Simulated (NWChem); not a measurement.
Energy and gradient calculation, with input and output: C2H3Al (part 3 of 3)

C2H3Al, SMILES C#[C][AlH2]; B3LYP/6-31G*, RKS (NWChem 7.3.0). The geometry comes from this level: PBE0-D4/def2-TZVP.

Geometry of the input (Å):
```
C  -0.7928  -1.6376  -0.2981
C  -0.2661  -0.5642  -0.1062
Al 0.5648  1.1242  0.1950
H  -1.2570  -2.5831  -0.4674
H  1.3567  1.8047  -0.9905
H  0.4366  1.7920  1.6210
```

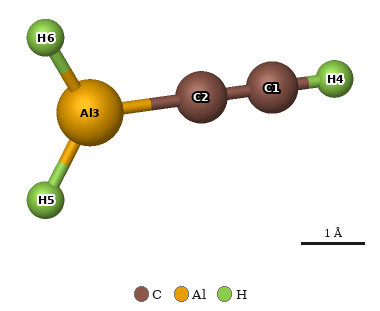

Figure 1. The input geometry (ball-and-stick view, seen at a tilt; atoms are numbered from 1 in the order of the input). Sticks mark near contacts.

## Output, continued
```
 Vector   32  Occ=0.000000D+00  E= 6.049969D-01
              MO Center=  2.2D-01,  4.3D-01,  7.0D-02, r^2= 5.3D+00
   Bfn.  Coefficient  Atom+Function         Bfn.  Coefficient  Atom+Function
  ----- ------------  ---------------      ----- ------------  ---------------
    50      1.093919  5 H  s                 52     -1.092906  6 H  s
    41      0.799141  3 Al pz                43      0.737228  3 Al d -1
     9     -0.606287  1 C  pz                 5      0.442741  1 C  pz
    37      0.427857  3 Al pz                45     -0.317221  3 Al d  1
    19      0.296311  2 C  pz                39     -0.281422  3 Al px

 Vector   33  Occ=0.000000D+00  E= 6.453453D-01
              MO Center=  1.2D-01,  2.3D-01,  3.4D-02, r^2= 3.7D+00
   Bfn.  Coefficient  Atom+Function         Bfn.  Coefficient  Atom+Function
  ----- ------------  ---------------      ----- ------------  ---------------
    20      1.596855  2 C  s                  2     -0.681386  1 C  s
    38     -0.638680  3 Al s                 42     -0.623843  3 Al d -2
    40      0.583980  3 Al py                16     -0.481834  2 C  s
    46      0.472066  3 Al d  2              44      0.343842  3 Al d  0
     4     -0.321637  1 C  py                39      0.287033  3 Al px

 Vector   34  Occ=0.000000D+00  E= 7.485063D-01
              MO Center= -2.6D-01, -5.5D-01, -1.0D-01, r^2= 3.2D+00
   Bfn.  Coefficient  Atom+Function         Bfn.  Coefficient  Atom+Function
  ----- ------------  ---------------      ----- ------------  ---------------
    21      1.420354  2 C  px                 7     -0.843323  1 C  px
    22     -0.769762  2 C  py                17     -0.764132  2 C  px
    23      0.496813  2 C  pz                 8      0.489024  1 C  py
    46      0.436624  3 Al d  2              18      0.423095  2 C  py
     3      0.329653  1 C  px                42      0.302500  3 Al d -2

 Vector   35  Occ=0.000000D+00  E= 7.505342D-01
              MO Center= -3.1D-01, -6.6D-01, -1.2D-01, r^2= 2.9D+00
   Bfn.  Coefficient  Atom+Function         Bfn.  Coefficient  Atom+Function
  ----- ------------  ---------------      ----- ------------  ---------------
    23      1.652664  2 C  pz                 9     -0.948672  1 C  pz
    19     -0.947522  2 C  pz                21     -0.577803  2 C  px
    37     -0.467948  3 Al pz                 5      0.388655  1 C  pz
    41     -0.362704  3 Al pz                 7      0.342175  1 C  px
    17      0.334045  2 C  px                50     -0.219695  5 H  s

 Vector   36  Occ=0.000000D+00  E= 7.751553D-01
              MO Center= -1.1D+00, -2.4D+00, -4.3D-01, r^2= 2.2D+00
   Bfn.  Coefficient  Atom+Function         Bfn.  Coefficient  Atom+Function
  ----- ------------  ---------------      ----- ------------  ---------------
    20     -6.101690  2 C  s                  8      5.870381  1 C  py
    22      3.913870  2 C  py                48      3.549261  4 H  s
     6      3.292882  1 C  s                  7      2.883313  1 C  px
    21      1.917795  2 C  px                34     -1.094948  3 Al s
     9      1.053881  1 C  pz                 2      1.036592  1 C  s

 Vector   37  Occ=0.000000D+00  E= 8.592513D-01
              MO Center=  8.9D-02,  1.6D-01,  2.2D-02, r^2= 3.3D+00
   Bfn.  Coefficient  Atom+Function         Bfn.  Coefficient  Atom+Function
  ----- ------------  ---------------      ----- ------------  ---------------
    20     -1.340979  2 C  s                 16      1.315100  2 C  s
    38      0.945079  3 Al s                  6     -0.887753  1 C  s
    22     -0.723194  2 C  py                50     -0.607463  5 H  s
    52     -0.607336  6 H  s                 18      0.602353  2 C  py
     2      0.570350  1 C  s                 21     -0.356559  2 C  px

 Vector   38  Occ=0.000000D+00  E= 1.013260D+00
              MO Center=  6.4D-01,  1.3D+00,  2.2D-01, r^2= 3.5D+00
   Bfn.  Coefficient  Atom+Function         Bfn.  Coefficient  Atom+Function
  ----- ------------  ---------------      ----- ------------  ---------------
    22      1.099436  2 C  py                50     -0.911469  5 H  s
    52     -0.912765  6 H  s                 49      0.880920  5 H  s
    51      0.881807  6 H  s                  6      0.867295  1 C  s
    16     -0.646576  2 C  s                 34     -0.583622  3 Al s
    21      0.541015  2 C  px                38      0.471104  3 Al s

 Vector   39  Occ=0.000000D+00  E= 1.080877D+00
              MO Center= -5.5D-01, -1.1D+00, -2.1D-01, r^2= 3.2D+00
   Bfn.  Coefficient  Atom+Function         Bfn.  Coefficient  Atom+Function
  ----- ------------  ---------------      ----- ------------  ---------------
    22      3.963334  2 C  py                 6      3.276134  1 C  s
    21      1.948728  2 C  px                34     -1.943665  3 Al s
    36      1.661529  3 Al py                47     -0.883922  4 H  s
    35      0.818534  3 Al px                23      0.705853  2 C  pz
    18     -0.585220  2 C  py                20     -0.492357  2 C  s

 Vector   40  Occ=0.000000D+00  E= 1.102172D+00
              MO Center=  8.2D-01,  1.6D+00,  2.9D-01, r^2= 3.3D+00
   Bfn.  Coefficient  Atom+Function         Bfn.  Coefficient  Atom+Function
  ----- ------------  ---------------      ----- ------------  ---------------
    50     -1.080037  5 H  s                 52      1.080670  6 H  s
    49      0.986072  5 H  s                 51     -0.986284  6 H  s
    41     -0.694744  3 Al pz                23      0.463497  2 C  pz
    43      0.406131  3 Al d -1              39      0.244598  3 Al px
    45     -0.174583  3 Al d  1              19     -0.155849  2 C  pz

 Vector   41  Occ=0.000000D+00  E= 1.241261D+00
              MO Center= -3.3D-01, -6.9D-01, -1.3D-01, r^2= 2.7D+00
   Bfn.  Coefficient  Atom+Function         Bfn.  Coefficient  Atom+Function
  ----- ------------  ---------------      ----- ------------  ---------------
    22      2.688876  2 C  py                 6      2.022462  1 C  s
    36      1.540305  3 Al py                34     -1.528673  3 Al s
    21      1.321446  2 C  px                16     -0.987408  2 C  s
     4      0.795956  1 C  py                35      0.758655  3 Al px
     2      0.583304  1 C  s                 47      0.570994  4 H  s

 Vector   42  Occ=0.000000D+00  E= 1.552248D+00
              MO Center= -5.4D-01, -1.1D+00, -2.1D-01, r^2= 9.5D-01
   Bfn.  Coefficient  Atom+Function         Bfn.  Coefficient  Atom+Function
  ----- ------------  ---------------      ----- ------------  ---------------
    13      0.473345  1 C  d  1              27      0.449590  2 C  d  1
    12     -0.327194  1 C  d  0              26     -0.310479  2 C  d  0
    11      0.298547  1 C  d -1              25      0.285790  2 C  d -1
    14      0.193365  1 C  d  2              28      0.181505  2 C  d  2
    10     -0.101064  1 C  d -2              24     -0.098304  2 C  d -2

 Vector   43  Occ=0.000000D+00  E= 1.553325D+00
              MO Center= -5.4D-01, -1.1D+00, -2.1D-01, r^2= 9.7D-01
   Bfn.  Coefficient  Atom+Function         Bfn.  Coefficient  Atom+Function
  ----- ------------  ---------------      ----- ------------  ---------------
    12      0.478498  1 C  d  0              26      0.448270  2 C  d  0
    13      0.384568  1 C  d  1              27      0.359944  2 C  d  1
     6     -0.305483  1 C  s                 20      0.286277  2 C  s
    10      0.262960  1 C  d -2              24      0.257024  2 C  d -2
    22     -0.212430  2 C  py                 8     -0.176946  1 C  py

 Vector   44  Occ=0.000000D+00  E= 1.566858D+00
              MO Center= -5.1D-01, -1.1D+00, -2.0D-01, r^2= 1.2D+00
   Bfn.  Coefficient  Atom+Function         Bfn.  Coefficient  Atom+Function
  ----- ------------  ---------------      ----- ------------  ---------------
    14      0.503106  1 C  d  2              28     -0.440324  2 C  d  2
     6      0.429257  1 C  s                 20     -0.421703  2 C  s
    22      0.379194  2 C  py                10      0.361859  1 C  d -2
     7      0.311557  1 C  px                24     -0.310000  2 C  d -2
     3     -0.191671  1 C  px                46     -0.185484  3 Al d  2

 Vector   45  Occ=0.000000D+00  E= 1.574593D+00
              MO Center= -5.0D-01, -1.0D+00, -1.9D-01, r^2= 1.4D+00
   Bfn.  Coefficient  Atom+Function         Bfn.  Coefficient  Atom+Function
  ----- ------------  ---------------      ----- ------------  ---------------
    11      0.549185  1 C  d -1              25     -0.469324  2 C  d -1
    23     -0.249894  2 C  pz                43     -0.245158  3 Al d -1
     6     -0.236443  1 C  s                 13     -0.233102  1 C  d  1
    20      0.234020  2 C  s                  5     -0.209838  1 C  pz
    27      0.202678  2 C  d  1              10     -0.198096  1 C  d -2

 Vector   46  Occ=0.000000D+00  E= 1.599485D+00
              MO Center= -6.5D-01, -1.3D+00, -2.4D-01, r^2= 3.6D+00
   Bfn.  Coefficient  Atom+Function         Bfn.  Coefficient  Atom+Function
  ----- ------------  ---------------      ----- ------------  ---------------
     6     19.042551  1 C  s                 20    -18.433086  2 C  s
    22     12.775645  2 C  py                 8     11.448548  1 C  py
    21      6.278006  2 C  px                 7      5.610695  1 C  px
    34     -3.660968  3 Al s                 48      3.303859  4 H  s
    36      2.591344  3 Al py                23      2.281373  2 C  pz

 Vector   47  Occ=0.000000D+00  E= 1.942764D+00
              MO Center= -5.2D-01, -1.1D+00, -2.0D-01, r^2= 1.0D+00
   Bfn.  Coefficient  Atom+Function         Bfn.  Coefficient  Atom+Function
  ----- ------------  ---------------      ----- ------------  ---------------
    27     -0.532807  2 C  d  1              13      0.511898  1 C  d  1
    26      0.368066  2 C  d  0              12     -0.353628  1 C  d  0
    25     -0.337403  2 C  d -1              11      0.324065  1 C  d -1
    28     -0.216360  2 C  d  2              14      0.207910  1 C  d  2
    24      0.115124  2 C  d -2              10     -0.110543  1 C  d -2

 Vector   48  Occ=0.000000D+00  E= 1.943846D+00
              MO Center= -5.1D-01, -1.1D+00, -2.0D-01, r^2= 1.0D+00
   Bfn.  Coefficient  Atom+Function         Bfn.  Coefficient  Atom+Function
  ----- ------------  ---------------      ----- ------------  ---------------
    26     -0.534949  2 C  d  0              12      0.514705  1 C  d  0
    27     -0.430440  2 C  d  1              13      0.412604  1 C  d  1
    24     -0.303240  2 C  d -2              10      0.285824  1 C  d -2
    28      0.147115  2 C  d  2              14     -0.137528  1 C  d  2
    25     -0.101645  2 C  d -1              11      0.095636  1 C  d -1

 Vector   49  Occ=0.000000D+00  E= 2.442278D+00
              MO Center= -4.8D-01, -1.0D+00, -1.8D-01, r^2= 1.6D+00
   Bfn.  Coefficient  Atom+Function         Bfn.  Coefficient  Atom+Function
  ----- ------------  ---------------      ----- ------------  ---------------
    20      1.608696  2 C  s                 16     -0.664541  2 C  s
    24      0.581813  2 C  d -2              47     -0.520783  4 H  s
    10      0.474239  1 C  d -2              28     -0.454772  2 C  d  2
     2     -0.413898  1 C  s                 26     -0.408756  2 C  d  0
    36      0.387721  3 Al py                 4     -0.384429  1 C  py

 Vector   50  Occ=0.000000D+00  E= 2.510727D+00
              MO Center= -5.0D-01, -1.0D+00, -1.9D-01, r^2= 1.2D+00
   Bfn.  Coefficient  Atom+Function         Bfn.  Coefficient  Atom+Function
  ----- ------------  ---------------      ----- ------------  ---------------
    28      0.797431  2 C  d  2              14      0.748728  1 C  d  2
    24      0.559430  2 C  d -2              10      0.525271  1 C  d -2
    27     -0.268497  2 C  d  1              13     -0.252065  1 C  d  1
     7      0.217975  1 C  px                 3      0.215040  1 C  px
    17     -0.200467  2 C  px                21     -0.200245  2 C  px

 Vector   51  Occ=0.000000D+00  E= 2.518854D+00
              MO Center= -5.0D-01, -1.0D+00, -1.9D-01, r^2= 1.3D+00
   Bfn.  Coefficient  Atom+Function         Bfn.  Coefficient  Atom+Function
  ----- ------------  ---------------      ----- ------------  ---------------
    25      0.863544  2 C  d -1              11      0.808623  1 C  d -1
    27     -0.369689  2 C  d  1              13     -0.346076  1 C  d  1
    24     -0.307582  2 C  d -2              10     -0.288542  1 C  d -2
    26      0.267809  2 C  d  0              23     -0.256993  2 C  pz
    12      0.251132  1 C  d  0               9      0.248857  1 C  pz

 Vector   52  Occ=0.000000D+00  E= 3.143100D+00
              MO Center= -5.6D-01, -1.2D+00, -2.1D-01, r^2= 1.3D+00
   Bfn.  Coefficient  Atom+Function         Bfn.  Coefficient  Atom+Function
  ----- ------------  ---------------      ----- ------------  ---------------
    20      2.202258  2 C  s                  6     -1.467794  1 C  s
    18     -1.055533  2 C  py                 4     -0.930815  1 C  py
     8     -0.934459  1 C  py                10     -0.911498  1 C  d -2
     2     -0.860947  1 C  s                 24      0.825240  2 C  d -2
    16      0.815454  2 C  s                 14      0.705276  1 C  d  2

     ---------------------------------------------
      Total Density - Mulliken Population Analysis
     ---------------------------------------------

    Atom       Charge   Shell Charges
 -----------   ------   -------------------------------------------------------
    1 C    6     6.20   2.00  0.70  1.97  0.59  0.92  0.02
    2 C    6     6.07   2.00  0.69  1.96  0.77  0.64  0.02
    3 Al  13    12.73   2.00  2.00  5.96  0.92  1.28  0.19  0.23  0.15
    4 H    1     0.80   0.51  0.29
    5 H    1     1.10   0.49  0.61
    6 H    1     1.10   0.49  0.61

     -------------------------------------------
      Total Density - Lowdin Population Analysis
     -------------------------------------------

    Atom       Charge   Shell Charges
 -----------   ------   -------------------------------------------------------
    1 C    6     6.13   1.99  0.57  1.78  0.45  1.30  0.05
    2 C    6     6.19   1.99  0.57  1.76  0.48  1.35  0.04
    3 Al  13    12.71   2.00  1.98  5.89  0.63  1.16  0.36  0.50  0.20
    4 H    1     0.83   0.47  0.36
    5 H    1     1.07   0.48  0.59
    6 H    1     1.07   0.48  0.59

 center of mass
 --------------
 x =   0.10752488 y =   0.17259920 z =   0.02009140

 moments of inertia (a.u.)
 ------------------
         317.725658290651        -145.559297656867         -21.659038795576
        -145.559297656867          94.785364660235         -52.788438268188
         -21.659038795576         -52.788438268188         369.096059502490

     Multipole analysis of the density
     ---------------------------------

     L   x y z        total         alpha         beta         nuclear
     -   - - -        -----         -----         ----         -------
     0   0 0 0     -0.000000    -14.000000    -14.000000     28.000000

     1   1 0 0     -0.125548     -1.503974     -1.503974      2.882399
     1   0 1 0     -0.256044     -2.412134     -2.412134      4.568224
     1   0 0 1     -0.045991     -0.280282     -0.280282      0.514572

     2   2 0 0    -17.412225    -30.050966    -30.050966     42.689707
     2   1 1 0      0.257243    -41.693263    -41.693263     83.643768
     2   1 0 1      1.433101     -4.587851     -4.587851     10.608804
     2   0 2 0    -16.492735    -93.185342    -93.185342    169.877948
     2   0 1 1      0.123046    -15.049407    -15.049407     30.221861
     2   0 0 2    -20.957783    -19.267944    -19.267944     17.578105

            General Information
            -------------------
          SCF calculation type: DFT
          Wavefunction type:  closed shell.
          No. of atoms     :     6
          No. of electrons :    28
           Alpha electrons :    14
            Beta electrons :    14
          Charge           :     0
          Spin multiplicity:     1
          Use of symmetry is: off; symmetry adaption is: off
          Maximum number of iterations: 100
          AO basis - number of functions:    52
                     number of shells:    26
          Convergence on energy requested:  1.00D-08
          Convergence on density requested:  1.00D-05
          Convergence on gradient requested:  5.00D-04

              XC Information
              --------------
                         B3LYP Method XC Potential
                     Hartree-Fock (Exact) Exchange  0.200
                        Slater Exchange Functional  0.800 local
                    Becke 1988 Exchange Functional  0.720 non-local
              Lee-Yang-Parr Correlation Functional  0.810
                  VWN I RPA Correlation Functional  0.190 local

             Grid Information
             ----------------
          Grid used for XC integration:  xfine
          Radial quadrature: Mura-Knowles
          Angular quadrature: Lebedev.
          Tag              B.-S. Rad. Rad. Pts. Rad. Cut. Ang. Pts.
          ---              ---------- --------- --------- ---------
          C                   0.70      100          11.0      1454
          Al                  1.25      125          11.0      1454
          H                   0.35      100          13.0      1202
          Grid pruning is: on
          Number of quadrature shells:   625
          Spatial weights used:  Erf1

          Convergence Information
          -----------------------
          Convergence aids based upon iterative change in
          total energy or number of iterations.
          Levelshifting, if invoked, occurs when the
          HOMO/LUMO gap drops below (HL_TOL):  1.00D-02
          DIIS, if invoked, will attempt to extrapolate
          using up to (NFOCK): 10 stored Fock matrices.

                    Damping( 0%)  Levelshifting(0.5)       DIIS
                  --------------- ------------------- ---------------
          dE  on:    start            ASAP                start
          dE off:    2 iters        100 iters           100 iters

      Screening Tolerance Information
      -------------------------------
          Density screening/tol_rho:  1.00D-11
          AO Gaussian exp screening on grid/accAOfunc:  18
          CD Gaussian exp screening on grid/accCDfunc:  20
          XC Gaussian exp screening on grid/accXCfunc:  20
          Schwarz screening/accCoul:  1.00D-09

                            NWChem DFT Gradient Module
                            --------------------------

                                      C2H3Al

  charge          =   0.00
  wavefunction    = closed shell

                         DFT ENERGY GRADIENTS

    atom               coordinates                        gradient
                 x          y          z           x          y          z
   1 C      -1.498175  -3.094615  -0.563327    0.007193   0.014626   0.002624
   2 C      -0.502856  -1.066183  -0.200689   -0.007378  -0.014982  -0.002675
   3 Al      1.067317   2.124430   0.368497    0.000305   0.000588   0.000082
   4 H      -2.375386  -4.881351  -0.883258    0.000545   0.001109   0.000189
   5 H       2.563791   3.410388  -1.871774   -0.000667  -0.000681   0.000831
   6 H       0.825054   3.386389   3.063246    0.000002  -0.000660  -0.001051

                 ----------------------------------------
                 |  Time  |  1-e(secs)   |  2-e(secs)   |
                 ----------------------------------------
                 |  CPU   |       0.00   |       1.43   |
                 ----------------------------------------
                 |  WALL  |       0.00   |       1.43   |
                 ----------------------------------------

 Task  times  cpu:       21.2s     wall:       21.2s
 Total times  cpu:       21.3s     wall:       21.3s
```

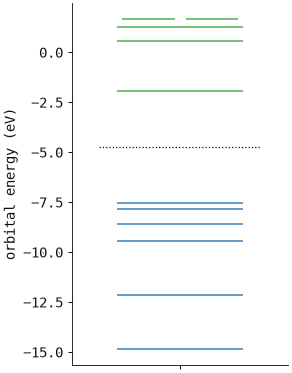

Figure 2. Orbital energies near the frontier; the dotted line parts filled from empty levels, and levels within 0.02 eV of each other stand side by side. Highest filled −7.52 eV, lowest empty −1.93 eV, 5.59 eV apart.

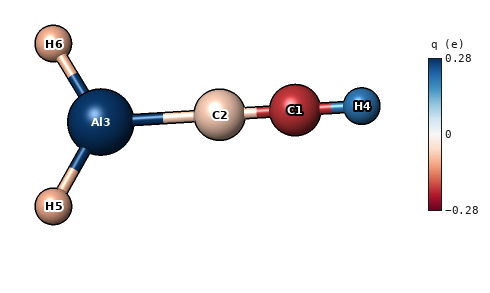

Figure 3. Mulliken charges, as the colour of each atom (ball-and-stick view, seen at a tilt; atoms are numbered from 1 in the order of the input). By element: C −0.20 to −0.07, Al +0.27 and H −0.10 to +0.20 e.

## Key numbers

| quantity | value |
| --- | --- |
| outcome | converged |
| total energy | −320.369848 hartree |
| basis functions | 52 |
| largest force | 0.870 eV/Å |
| HOMO | −7.52 eV |
| LUMO | −1.93 eV |
| dipole moment | 0.73 D |
| wall time | 22 s |
| peak memory | 0.13 GiB |
